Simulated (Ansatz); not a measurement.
**NH2S (doublet): wB97M-V, HSE06, B2PLYP, RPA-PBE over vertical spin and charge gaps and displaced geometries, cc-pVDZ**

How well do these functionals follow the top wave-function level for NH2S (doublet) over vertical spin and charge gaps and displaced geometries?

Method: cc-pVDZ, all electrons in the functionals, frozen cores in the correlation of double hybrids and RPA; program: Ansatz 0.2.0, Gaussian basis.

Plan: wB97M-V, HSE06, B2PLYP, RPA-PBE, at charge 0, doublet; charge 0, quartet; charge 1, singlet; charge 1, triplet; displaced geometry v1; displaced geometry v2 (not every functional at every point).

17 further runs of the same task are left out: 6 that didn't finish, 11 set aside as unsound or not needed.

**1. The geometry**

The geometry is a PBE0/def2-TZVP stationary point (not a proven minimum).

4 atoms, charge 0, spin multiplicity 2.

Atoms are counted from 1 here; the program's logs count them from 0.

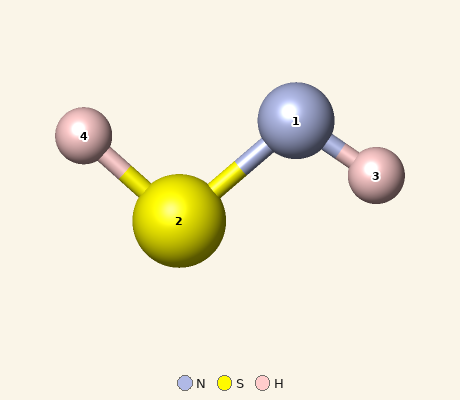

The structure; nitrogen light blue, sulfur yellow, hydrogen pink; atoms are numbered from 1 in the order of the file.

No dispersion term is added; wB97M-V holds VV10 nonlocal correlation. HSE06 is the plane-wave form.

The geometry shown and the zero of energy belong to the point charge 0, doublet. The yardstick, UCCSDT(Q), and other wave-function levels (R restricted, U unrestricted, valence and pair active spaces) come from earlier runs.

**2. wB97M-V, charge 0, doublet**

Input file in.yaml:

```yaml
crystal:
  periodic: [false, false, false]
  atoms:
    - {symbol: N, position_ang: [0.000000, -0.187817, 1.099702]}
    - {symbol: S, position_ang: [0.000000, 0.096160, -0.500007]}
    - {symbol: H, position_ang: [0.000000, 0.740397, 1.531227]}
    - {symbol: H, position_ang: [0.000000, -1.189495, -0.906663]}
basis:
  gaussian: {orbitals: cc-pVDZ}
magnetization: {spin_polarized: true, initial_magnetization: 1}
hamiltonian: {xc: {name: wB97M-V}}
output: {forces: true, orbitals: {seedname: orbitals}}
```

Run with:

```sh
> ansatz run in.yaml --threads 1 --pin off --events-out ev --progress --plain --max-ram 2393MiB
```

The log of the run, cut to the lines that bear on the results:

```text
Functional definition: wB97M-V
  name "wB97M-V"
  cite "Mardirossian & Head-Gordon, J. Chem. Phys. 144, 214110 (2016) doi:10.1063/1.4952647"
  cite "Becke, J. Chem. Phys. 107, 8554 (1997) doi:10.1063/1.475007"
  cite "Vydrov & Van Voorhis, J. Chem. Phys. 133, 244103 (2010) doi:10.1063/1.3521275"
  # Of w^i u^j: cxij and so on, Table III.
[...]
  gx(w, u) = 1 - cx + cx01*u + cx10*w
  gss(w, u) = css00 + css04*u^4 + css10*w + css20*w^2 + css43*w^4*u^3
  gos(w, u) = cos00 + cos10*w + (cos20 + cos21*u)*w^2 + (cos60 + cos61*u)*w^6
[...]
      + integral(e_c_pw_mod_opposite_spin*gos(b97_w_opposite, b97_u_opposite)) + vv10(b, c)
417 factors; integrals over basis functions are off by at most 1.5e-3 eV
121 factors; integrals over basis functions are off by at most 9.7e-6 eV
[...]
mean field -12354.79617170 eV, -454.0303849285 hartree, gradient 6.9e-5 eV, S^2 0.753294; 0 other end points of the search recorded, 0 dependent functions left out
[...]
reference -12354.79619673 eV, -454.0303858482 hartree; 13, 12 occupied and 29, 30 virtual orbitals, 417 factors
Total energy: -12354.79619673 eV, -454.0303858482 hartree
Atom 0 at     0.000000    -0.187817     1.099702 Å, force    -0.000000    -0.587630     1.039067 eV/Å
Atom 1 at     0.000000     0.096160    -0.500007 Å, force     0.000000     0.550787    -1.018741 eV/Å
Atom 2 at     0.000000     0.740397     1.531227 Å, force     0.000000     0.324521     0.054443 eV/Å
Atom 3 at     0.000000    -1.189495    -0.906663 Å, force     0.000000    -0.287678    -0.074770 eV/Å
Dipole moment:     0.000000     0.128651    -0.195666 e Å
```

Wall time 2.5 s (1 thread of AMD EPYC 9R45, shared host).

From the report: ⟨S²⟩ of the determinant 0.753 (pure doublet: 0.75).

**3. wB97M-V, charge 0, quartet**

Edit in.yaml of step 2 so:

```diff
@@ -9,4 +9,4 @@
   gaussian: {orbitals: cc-pVDZ}
-magnetization: {spin_polarized: true, initial_magnetization: 1}
+magnetization: {spin_polarized: true, initial_magnetization: 3}
 hamiltonian: {xc: {name: wB97M-V}}
-output: {forces: true, orbitals: {seedname: orbitals}}
+output: {orbitals: {seedname: orbitals}}
```

The command is unchanged.

The log of the run, cut to the lines that bear on the results:

```text
Functional definition: wB97M-V
  name "wB97M-V"
  cite "Mardirossian & Head-Gordon, J. Chem. Phys. 144, 214110 (2016) doi:10.1063/1.4952647"
  cite "Becke, J. Chem. Phys. 107, 8554 (1997) doi:10.1063/1.475007"
  cite "Vydrov & Van Voorhis, J. Chem. Phys. 133, 244103 (2010) doi:10.1063/1.3521275"
  # Of w^i u^j: cxij and so on, Table III.
[...]
  gx(w, u) = 1 - cx + cx01*u + cx10*w
  gss(w, u) = css00 + css04*u^4 + css10*w + css20*w^2 + css43*w^4*u^3
  gos(w, u) = cos00 + cos10*w + (cos20 + cos21*u)*w^2 + (cos60 + cos61*u)*w^6
[...]
      + integral(e_c_pw_mod_opposite_spin*gos(b97_w_opposite, b97_u_opposite)) + vv10(b, c)
417 factors; integrals over basis functions are off by at most 1.5e-3 eV
121 factors; integrals over basis functions are off by at most 9.7e-6 eV
[...]
mean field -12348.75375284 eV, -453.8083301311 hartree, gradient 3.9e-5 eV, S^2 3.758020; 3 other end points of the search recorded, 0 dependent functions left out
reference -12348.75377868 eV, -453.8083310805 hartree; 14, 11 occupied and 28, 31 virtual orbitals, 417 factors
Total energy: -12348.75377868 eV, -453.8083310805 hartree
```

Run time: 2.2 s. Hardware: 1 thread of AMD EPYC 9R45, shared host.

From the report: ⟨S²⟩ of the determinant 3.758 (pure quartet: 3.75).

From charge 0, doublet: +139.3 kcal/mol.

**4. wB97M-V, charge 1, singlet**

Edit in.yaml of step 3 so:

```diff
@@ -9,3 +9,4 @@
   gaussian: {orbitals: cc-pVDZ}
-magnetization: {spin_polarized: true, initial_magnetization: 3}
+total_charge: 1
+magnetization: {spin_polarized: true, initial_magnetization: 0}
 hamiltonian: {xc: {name: wB97M-V}}
```

The command is unchanged.

The log of the run, cut to the lines that bear on the results:

```text
Functional definition: wB97M-V
  name "wB97M-V"
  cite "Mardirossian & Head-Gordon, J. Chem. Phys. 144, 214110 (2016) doi:10.1063/1.4952647"
  cite "Becke, J. Chem. Phys. 107, 8554 (1997) doi:10.1063/1.475007"
  cite "Vydrov & Van Voorhis, J. Chem. Phys. 133, 244103 (2010) doi:10.1063/1.3521275"
  # Of w^i u^j: cxij and so on, Table III.
[...]
  gx(w, u) = 1 - cx + cx01*u + cx10*w
  gss(w, u) = css00 + css04*u^4 + css10*w + css20*w^2 + css43*w^4*u^3
  gos(w, u) = cos00 + cos10*w + (cos20 + cos21*u)*w^2 + (cos60 + cos61*u)*w^6
[...]
      + integral(e_c_pw_mod_opposite_spin*gos(b97_w_opposite, b97_u_opposite)) + vv10(b, c)
417 factors; integrals over basis functions are off by at most 1.5e-3 eV
121 factors; integrals over basis functions are off by at most 9.7e-6 eV
[...]
mean field -12346.07050841 eV, -453.7097227171 hartree, gradient 7.1e-5 eV, S^2 0.000000; 2 other end points of the search recorded, 0 dependent functions left out
reference -12346.07053212 eV, -453.7097235882 hartree; 12, 12 occupied and 30, 30 virtual orbitals, 417 factors
Total energy: -12346.07053212 eV, -453.7097235882 hartree
```

Wall time 1.5 s (1 thread of AMD EPYC 9R45, shared host).

From the report: ⟨S²⟩ of the determinant 0.000 (pure singlet: 0.00).

From charge 0, doublet: +201.2 kcal/mol.

**5. wB97M-V, charge 1, triplet**

Edit in.yaml of step 4 so:

```diff
@@ -10,4 +10,4 @@
 total_charge: 1
-magnetization: {spin_polarized: true, initial_magnetization: 0}
+magnetization: {spin_polarized: true, initial_magnetization: 2}
 hamiltonian: {xc: {name: wB97M-V}}
-output: {orbitals: {seedname: orbitals}}
+output: {forces: true, orbitals: {seedname: orbitals}}
```

Same command.

The log of the run, cut to the lines that bear on the results:

```text
Functional definition: wB97M-V
  name "wB97M-V"
  cite "Mardirossian & Head-Gordon, J. Chem. Phys. 144, 214110 (2016) doi:10.1063/1.4952647"
  cite "Becke, J. Chem. Phys. 107, 8554 (1997) doi:10.1063/1.475007"
  cite "Vydrov & Van Voorhis, J. Chem. Phys. 133, 244103 (2010) doi:10.1063/1.3521275"
  # Of w^i u^j: cxij and so on, Table III.
[...]
  gx(w, u) = 1 - cx + cx01*u + cx10*w
  gss(w, u) = css00 + css04*u^4 + css10*w + css20*w^2 + css43*w^4*u^3
  gos(w, u) = cos00 + cos10*w + (cos20 + cos21*u)*w^2 + (cos60 + cos61*u)*w^6
[...]
      + integral(e_c_pw_mod_opposite_spin*gos(b97_w_opposite, b97_u_opposite)) + vv10(b, c)
417 factors; integrals over basis functions are off by at most 1.5e-3 eV
121 factors; integrals over basis functions are off by at most 9.7e-6 eV
[...]
mean field -12344.31246576 eV, -453.6451158411 hartree, gradient 7.0e-6 eV, S^2 2.010104; 1 other end points of the search recorded, 0 dependent functions left out
[...]
reference -12344.31248926 eV, -453.6451167049 hartree; 13, 11 occupied and 29, 31 virtual orbitals, 417 factors
Total energy: -12344.31248926 eV, -453.6451167049 hartree
Atom 0 at     0.000000    -0.187817     1.099702 Å, force    -0.000000     1.596610    -2.063828 eV/Å
Atom 1 at     0.000000     0.096160    -0.500007 Å, force     0.000000    -0.985426     0.405695 eV/Å
Atom 2 at     0.000000     0.740397     1.531227 Å, force     0.000000    -0.060465     2.176780 eV/Å
Atom 3 at     0.000000    -1.189495    -0.906663 Å, force     0.000000    -0.550719    -0.518647 eV/Å
Dipole moment:     0.000000    -0.003033     0.028923 e Å
```

Run time: 2.2 s. Hardware: 1 thread of AMD EPYC 9R45, shared host.

From the report: ⟨S²⟩ of the determinant 2.010 (pure triplet: 2.00).

From charge 0, doublet: +241.8 kcal/mol.

**6. wB97M-V, displaced geometry v1**

Input file in.yaml:

```yaml
crystal:
  periodic: [false, false, false]
  atoms:
    - {symbol: N, position_ang: [0.000734, -0.177546, 1.108768]}
    - {symbol: S, position_ang: [-0.000099, 0.090288, -0.502094]}
    - {symbol: H, position_ang: [0.047865, 0.793835, 1.486527]}
    - {symbol: H, position_ang: [-0.054912, -1.198871, -0.921561]}
basis:
  gaussian: {orbitals: cc-pVDZ}
magnetization: {spin_polarized: true, initial_magnetization: 1}
hamiltonian: {xc: {name: wB97M-V}}
output: {forces: true, orbitals: {seedname: orbitals}}
```

Launched as before.

The log of the run, cut to the lines that bear on the results:

```text
Functional definition: wB97M-V
  name "wB97M-V"
  cite "Mardirossian & Head-Gordon, J. Chem. Phys. 144, 214110 (2016) doi:10.1063/1.4952647"
  cite "Becke, J. Chem. Phys. 107, 8554 (1997) doi:10.1063/1.475007"
  cite "Vydrov & Van Voorhis, J. Chem. Phys. 133, 244103 (2010) doi:10.1063/1.3521275"
  # Of w^i u^j: cxij and so on, Table III.
[...]
  gx(w, u) = 1 - cx + cx01*u + cx10*w
  gss(w, u) = css00 + css04*u^4 + css10*w + css20*w^2 + css43*w^4*u^3
  gos(w, u) = cos00 + cos10*w + (cos20 + cos21*u)*w^2 + (cos60 + cos61*u)*w^6
[...]
      + integral(e_c_pw_mod_opposite_spin*gos(b97_w_opposite, b97_u_opposite)) + vv10(b, c)
418 factors; integrals over basis functions are off by at most 1.4e-3 eV
121 factors; integrals over basis functions are off by at most 1.0e-5 eV
[...]
mean field -12354.80337329 eV, -454.0306495819 hartree, gradient 6.5e-5 eV, S^2 0.753373; 0 other end points of the search recorded, 0 dependent functions left out
[...]
reference -12354.80339837 eV, -454.0306505035 hartree; 13, 12 occupied and 29, 30 virtual orbitals, 418 factors
Total energy: -12354.80339837 eV, -454.0306505035 hartree
Atom 0 at     0.000734    -0.177546     1.108768 Å, force     0.024864     0.252171     0.999437 eV/Å
Atom 1 at    -0.000099     0.090288    -0.502094 Å, force     0.006905     0.276253    -1.011109 eV/Å
Atom 2 at     0.047865     0.793835     1.486527 Å, force    -0.024207    -0.419358    -0.049806 eV/Å
Atom 3 at    -0.054912    -1.198871    -0.921561 Å, force    -0.007561    -0.109065     0.061478 eV/Å
Dipole moment:     0.004830     0.125352    -0.207574 e Å
```

Run time: 1.8 s. Hardware: 1 thread of AMD EPYC 9R45, shared host.

From the report: ⟨S²⟩ of the determinant 0.753 (pure doublet: 0.75).

From charge 0, doublet: -0.2 kcal/mol.

**7. wB97M-V, displaced geometry v2**

Input file in.yaml:

```yaml
crystal:
  periodic: [false, false, false]
  atoms:
    - {symbol: N, position_ang: [0.111896, -0.191234, 1.091446]}
    - {symbol: S, position_ang: [-0.052978, 0.101117, -0.496669]}
    - {symbol: H, position_ang: [0.023643, 0.712930, 1.526385]}
    - {symbol: H, position_ang: [0.106751, -1.272232, -0.893291]}
basis:
  gaussian: {orbitals: cc-pVDZ}
magnetization: {spin_polarized: true, initial_magnetization: 1}
hamiltonian: {xc: {name: wB97M-V}}
output: {forces: true, orbitals: {seedname: orbitals}}
```

Same command.

The log of the run, cut to the lines that bear on the results:

```text
Functional definition: wB97M-V
  name "wB97M-V"
  cite "Mardirossian & Head-Gordon, J. Chem. Phys. 144, 214110 (2016) doi:10.1063/1.4952647"
  cite "Becke, J. Chem. Phys. 107, 8554 (1997) doi:10.1063/1.475007"
  cite "Vydrov & Van Voorhis, J. Chem. Phys. 133, 244103 (2010) doi:10.1063/1.3521275"
  # Of w^i u^j: cxij and so on, Table III.
[...]
  gx(w, u) = 1 - cx + cx01*u + cx10*w
  gss(w, u) = css00 + css04*u^4 + css10*w + css20*w^2 + css43*w^4*u^3
  gos(w, u) = cos00 + cos10*w + (cos20 + cos21*u)*w^2 + (cos60 + cos61*u)*w^6
[...]
      + integral(e_c_pw_mod_opposite_spin*gos(b97_w_opposite, b97_u_opposite)) + vv10(b, c)
417 factors; integrals over basis functions are off by at most 1.2e-3 eV
122 factors; integrals over basis functions are off by at most 7.5e-6 eV
[...]
mean field -12354.70984907 eV, -454.0272126302 hartree, gradient 6.5e-5 eV, S^2 0.753297; 0 other end points of the search recorded, 0 dependent functions left out
[...]
reference -12354.70987423 eV, -454.0272135549 hartree; 13, 12 occupied and 29, 30 virtual orbitals, 417 factors
Total energy: -12354.70987423 eV, -454.0272135549 hartree
Atom 0 at     0.111896    -0.191234     1.091446 Å, force     0.198236    -1.009954     0.743006 eV/Å
Atom 1 at    -0.052978     0.101117    -0.496669 Å, force     0.109610    -1.587029    -1.439317 eV/Å
Atom 2 at     0.023643     0.712930     1.526385 Å, force    -0.100118     0.989189     0.470023 eV/Å
Atom 3 at     0.106751    -1.272232    -0.893291 Å, force    -0.207729     1.607794     0.226288 eV/Å
Dipole moment:    -0.032978     0.138645    -0.186002 e Å
```

It took 1.7 s on 1 thread of AMD EPYC 9R45, shared host.

From the report: ⟨S²⟩ of the determinant 0.753 (pure doublet: 0.75).

From charge 0, doublet: +2.0 kcal/mol.

**8. HSE06, charge 0, doublet**

Input file in.yaml:

```yaml
crystal:
  periodic: [false, false, false]
  atoms:
    - {symbol: N, position_ang: [0.000000, -0.187817, 1.099702]}
    - {symbol: S, position_ang: [0.000000, 0.096160, -0.500007]}
    - {symbol: H, position_ang: [0.000000, 0.740397, 1.531227]}
    - {symbol: H, position_ang: [0.000000, -1.189495, -0.906663]}
basis:
  gaussian: {orbitals: cc-pVDZ}
magnetization: {spin_polarized: true, initial_magnetization: 1}
hamiltonian: {xc: {name: HSE06}}
```

The command is unchanged.

The log of the run, cut to the lines that bear on the results:

```text
Functional definition: HSE06
  name "HSE06"
  cite "Heyd, Scuseria & Ernzerhof, J. Chem. Phys. 118, 8207 (2003) doi:10.1063/1.1564060"
  cite "Krukau, Vydrov, Izmaylov & Scuseria, J. Chem. Phys. 125, 224106 (2006) doi:10.1063/1.2404663"
  cite "Heyd & Scuseria, J. Chem. Phys. 120, 7274 (2004) doi:10.1063/1.1668634"
  cite "Ernzerhof & Perdew, J. Chem. Phys. 109, 3313 (1998) doi:10.1063/1.476928"
  cite "Perdew, Burke & Ernzerhof, Phys. Rev. Lett. 77, 3865 (1996) doi:10.1103/PhysRevLett.77.3865"
  parent pbe
[...]
  # The whole range is PBE's own exchange, as in plane waves. The composition of these papers is wPBEh.
[...]
417 factors; integrals over basis functions are off by at most 1.5e-3 eV
38 factors; integrals over basis functions are off by at most 1.9e-6 eV
[...]
mean field -12350.36974660 eV, -453.8677168061 hartree, gradient 4.7e-5 eV, S^2 0.754311; 0 other end points of the search recorded, 0 dependent functions left out
reference -12350.36976871 eV, -453.8677176187 hartree; 13, 12 occupied and 29, 30 virtual orbitals, 417 factors
Total energy: -12350.36976871 eV, -453.8677176187 hartree
```

Wall time 0.54 s (1 thread of AMD EPYC 9R45, shared host).

From the report: ⟨S²⟩ of the determinant 0.754 (pure doublet: 0.75).

**9. HSE06, charge 1, triplet**

Edit in.yaml of step 8 so:

```diff
@@ -9,3 +9,4 @@
   gaussian: {orbitals: cc-pVDZ}
-magnetization: {spin_polarized: true, initial_magnetization: 1}
+total_charge: 1
+magnetization: {spin_polarized: true, initial_magnetization: 2}
 hamiltonian: {xc: {name: HSE06}}
```

Launched as before.

The log of the run, cut to the lines that bear on the results:

```text
Functional definition: HSE06
  name "HSE06"
  cite "Heyd, Scuseria & Ernzerhof, J. Chem. Phys. 118, 8207 (2003) doi:10.1063/1.1564060"
  cite "Krukau, Vydrov, Izmaylov & Scuseria, J. Chem. Phys. 125, 224106 (2006) doi:10.1063/1.2404663"
  cite "Heyd & Scuseria, J. Chem. Phys. 120, 7274 (2004) doi:10.1063/1.1668634"
  cite "Ernzerhof & Perdew, J. Chem. Phys. 109, 3313 (1998) doi:10.1063/1.476928"
  cite "Perdew, Burke & Ernzerhof, Phys. Rev. Lett. 77, 3865 (1996) doi:10.1103/PhysRevLett.77.3865"
  parent pbe
[...]
  # The whole range is PBE's own exchange, as in plane waves. The composition of these papers is wPBEh.
[...]
417 factors; integrals over basis functions are off by at most 1.5e-3 eV
38 factors; integrals over basis functions are off by at most 1.9e-6 eV
[...]
mean field -12339.91269001 eV, -453.4834270647 hartree, gradient 2.7e-5 eV, S^2 2.012101; 1 other end points of the search recorded, 0 dependent functions left out
reference -12339.91271033 eV, -453.4834278115 hartree; 13, 11 occupied and 29, 31 virtual orbitals, 417 factors
Total energy: -12339.91271033 eV, -453.4834278115 hartree
```

Run time: 0.6 s. Hardware: 1 thread of AMD EPYC 9R45, shared host.

From the report: ⟨S²⟩ of the determinant 2.012 (pure triplet: 2.00).

From charge 0, doublet: +241.1 kcal/mol.

**10. B2PLYP, charge 0, doublet**

Edit in.yaml of step 9 so:

```diff
@@ -9,4 +9,4 @@
   gaussian: {orbitals: cc-pVDZ}
-total_charge: 1
-magnetization: {spin_polarized: true, initial_magnetization: 2}
-hamiltonian: {xc: {name: HSE06}}
+magnetization: {spin_polarized: true, initial_magnetization: 1}
+hamiltonian: {xc: {name: B2PLYP}}
+correlation: {electrons: outside_noble_gas}
```

Same command.

The log of the run, cut to the lines that bear on the results:

```text
Functional definition: B2PLYP
  name "B2PLYP"
  cite "Grimme, J. Chem. Phys. 124, 034108 (2006) doi:10.1063/1.2148954"
  cite "Becke, Phys. Rev. A 38, 3098 (1988) doi:10.1103/PhysRevA.38.3098"
  cite "Lee, Yang & Parr, Phys. Rev. B 37, 785 (1988) doi:10.1103/PhysRevB.37.785"
[...]
417 factors; integrals over basis functions are off by at most 1.5e-3 eV
[...]
mean field -12348.17803879 eV, -453.7871730298 hartree, gradient 8.4e-6 eV, S^2 0.757763; 0 other end points of the search recorded, 0 dependent functions left out
6 core orbitals not correlated: weight in the atoms' cores, before any rotation towards them, 1.000 or more for the frozen orbitals, at most 0.000 for the correlated occupied ones
reference -12348.17814499 eV, -453.7871769325 hartree; 7, 6 occupied and 29, 30 virtual orbitals, 417 factors
second order -9.53320352 eV of doubles, -0.00000000 eV of singles
Total energy: -12350.75210994 eV, -453.8817683997 hartree
```

Run time: 1.2 s. Hardware: 1 thread of AMD EPYC 9R45, shared host.

From the report: ⟨S²⟩ of the determinant 0.758 (pure doublet: 0.75).

**11. B2PLYP, charge 0, quartet**

Edit in.yaml of step 10 so:

```diff
@@ -9,3 +9,3 @@
   gaussian: {orbitals: cc-pVDZ}
-magnetization: {spin_polarized: true, initial_magnetization: 1}
+magnetization: {spin_polarized: true, initial_magnetization: 3}
 hamiltonian: {xc: {name: B2PLYP}}
```

The command is unchanged.

The log of the run, cut to the lines that bear on the results:

```text
Functional definition: B2PLYP
  name "B2PLYP"
  cite "Grimme, J. Chem. Phys. 124, 034108 (2006) doi:10.1063/1.2148954"
  cite "Becke, Phys. Rev. A 38, 3098 (1988) doi:10.1103/PhysRevA.38.3098"
  cite "Lee, Yang & Parr, Phys. Rev. B 37, 785 (1988) doi:10.1103/PhysRevB.37.785"
[...]
417 factors; integrals over basis functions are off by at most 1.5e-3 eV
[...]
mean field -12342.26935203 eV, -453.5700327964 hartree, gradient 4.7e-6 eV, S^2 3.765733; 4 other end points of the search recorded, 0 dependent functions left out
6 core orbitals not correlated: weight in the atoms' cores, before any rotation towards them, 1.000 or more for the frozen orbitals, at most 0.000 for the correlated occupied ones
reference -12342.26946623 eV, -453.5700369932 hartree; 8, 5 occupied and 28, 31 virtual orbitals, 417 factors
second order -9.63133322 eV of doubles, -0.00000000 eV of singles
Total energy: -12344.86992620 eV, -453.6656021344 hartree
```

It took 0.87 s on 1 thread of AMD EPYC 9R45, shared host.

From the report: ⟨S²⟩ of the determinant 3.766 (pure quartet: 3.75).

From charge 0, doublet: +135.6 kcal/mol.

**12. B2PLYP, charge 1, singlet**

Edit in.yaml of step 11 so:

```diff
@@ -9,3 +9,4 @@
   gaussian: {orbitals: cc-pVDZ}
-magnetization: {spin_polarized: true, initial_magnetization: 3}
+total_charge: 1
+magnetization: {spin_polarized: true, initial_magnetization: 0}
 hamiltonian: {xc: {name: B2PLYP}}
```

Launched as before.

The log of the run, cut to the lines that bear on the results:

```text
Functional definition: B2PLYP
  name "B2PLYP"
  cite "Grimme, J. Chem. Phys. 124, 034108 (2006) doi:10.1063/1.2148954"
  cite "Becke, Phys. Rev. A 38, 3098 (1988) doi:10.1103/PhysRevA.38.3098"
  cite "Lee, Yang & Parr, Phys. Rev. B 37, 785 (1988) doi:10.1103/PhysRevB.37.785"
[...]
417 factors; integrals over basis functions are off by at most 1.5e-3 eV
[...]
mean field -12339.31334611 eV, -453.4614015827 hartree, gradient 2.0e-6 eV, S^2 0.168175; 5 other end points of the search recorded, 0 dependent functions left out
6 core orbitals not correlated: weight in the atoms' cores, before any rotation towards them, 1.000 or more for the frozen orbitals, at most 0.000 for the correlated occupied ones
reference -12339.31344647 eV, -453.4614052707 hartree; 6, 6 occupied and 30, 30 virtual orbitals, 417 factors
second order -10.09798100 eV of doubles, -0.00000000 eV of singles
Total energy: -12342.03990134 eV, -453.5616006392 hartree
```

It took 1.3 s on 1 thread of AMD EPYC 9R45, shared host.

From the report: ⟨S²⟩ of the determinant 0.168 (pure singlet: 0.00).

From charge 0, doublet: +200.9 kcal/mol.

[end of part 1 of 2]
